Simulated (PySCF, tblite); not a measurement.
# C₄H₆N₃O₂−: geometry, infrared bands and NMR shifts

What infrared bands and NMR shifts should C₄H₆N₃O₂− (`COc1nn[n-]c1OC`) show?

Programs: tblite 0.8.0 and PySCF 2.14.0, with density-fitted response routines of our own. Each step states its level of theory. These are calculated values for one molecule in the gas phase, unless marked as measured. Atoms count from 0, in the outputs and in this text.

## Step 1: Starting geometry

15 atoms, charge -1, multiplicity 1; geometry from: force field or distance geometry start.

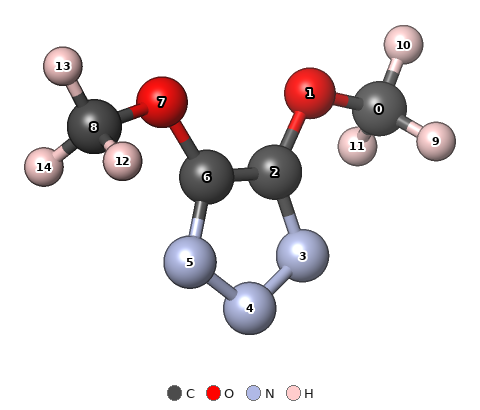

The starting geometry (carbon dark grey, oxygen red, nitrogen light blue, hydrogen pink), atoms numbered; sticks join atoms by distance.

## Step 2: Optimising the geometry with GFN2-xTB

Job settings and geometry (Å):

```
{"job": {"kind": "relax", "xc": "GFN2-xTB", "basis": "xTB"}, "charge": -1, "multiplicity": 1}
C     -2.851100    -0.601400     0.160700
O     -1.480200    -0.830000     0.329500
C     -0.680900     0.236000    -0.146600
N     -1.155200     1.375200    -0.730500
N     -0.032100     2.082600    -1.013900
N      1.107500     1.434100    -0.655100
C      0.682200     0.283300    -0.111700
O      1.503600    -0.741800     0.434600
C      2.878700    -0.432000     0.338300
H     -3.195200     0.281800     0.726000
H     -3.403600    -1.464600     0.557700
H     -3.121600    -0.512000    -0.897700
H      3.112400     0.471100     0.924900
H      3.443700    -1.261100     0.766200
H      3.187300    -0.313400    -0.704200
```

On the command line:

```sh
OMP_NUM_THREADS=1 python probes_run.py task.json out
```

This one command runs all jobs of the session in turn.

**Question.** This job is followed by: GFN2-xTB harmonic vibrations, gas phase; GIAO PBE0/pcSseg-1 NMR shielding, non-relativistic, gas phase. What will the session give for the following? strongest single infrared mode (GFN2-xTB); zero-point energy (GFN2-xTB); 13C shifts against TMS (PBE0/pcSseg-1, means over atoms taken as alike); 1H shifts against TMS (PBE0/pcSseg-1, means over atoms taken as alike); 17O shifts against H2O (PBE0/pcSseg-1, means over atoms taken as alike); 15N shifts against NH3 (PBE0/pcSseg-1, means over atoms taken as alike).

As calculated:

| quantity | value |
| --- | --- |
| strongest single infrared mode (GFN2-xTB) | 1221 cm⁻¹, 319 km/mol |
| zero-point energy (GFN2-xTB) | 67.2 kcal/mol |
| 13C shifts against TMS (PBE0/pcSseg-1, means over atoms taken as alike) | 151.1, 56.3 ppm |
| 1H shifts against TMS (PBE0/pcSseg-1, means over atoms taken as alike) | 3.97 ppm |
| 17O shifts against H2O (PBE0/pcSseg-1, means over atoms taken as alike) | 50.9 ppm |
| 15N shifts against NH3 (PBE0/pcSseg-1, means over atoms taken as alike) | 370.4, 345.0 ppm |

The optimisation took 28 steps and gained 0.205 eV; among the close pairs (by a distance rule), N4–N5 changed most, from 1.359 to 1.322 Å. No mode is imaginary among the 39: a minimum at this level. The strongest single mode, at 1221 cm⁻¹, has its largest shares on N4, N3 and N5 (the list is cut at 3 atoms). Unscaled tight-binding wavenumbers are off by several per cent, some by more. Its intensities can rank the bands wrongly. At PBE0/pcSseg-1: The largest span, 484 ppm, is at N4, where the paramagnetic term is -424 ppm. NICS(1)zz of -31 ppm above the planar ring from C2 marks a diatropic (aromatic) ring current.
